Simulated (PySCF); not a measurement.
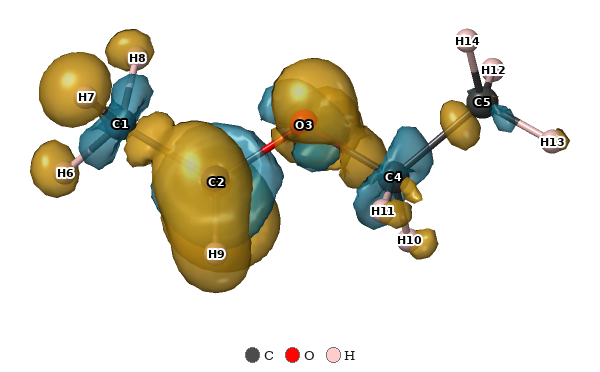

Figure. C$_{4}$H$_{9}$O, doublet, SMILES `C[CH]OCC`. Fukui function f⁻ = ρ(N) − ρ(N−1) at fixed geometry, surfaces at ±0.04 e/Å³ (yellow positive, teal negative).

Computed with PySCF, HF/6-311G**, geometry: GFN2-xTB. No frequency check shows the geometry to be a minimum. GFN2-xTB doesn't know the spin state, so this open-shell geometry is rough.

Question: On which atoms does the density change most on removal of an electron?

Answer: f⁻ (Hirshfeld-condensed) is largest on C2 (0.35); the vertical ionisation energy is 6.63 eV (to the singlet cation, which needn't be its lowest state). Condensed values hint at sites of electrophilic attack but needn't mark the atom that reacts. Orbital relaxation makes it negative in places (0.34 e in all).
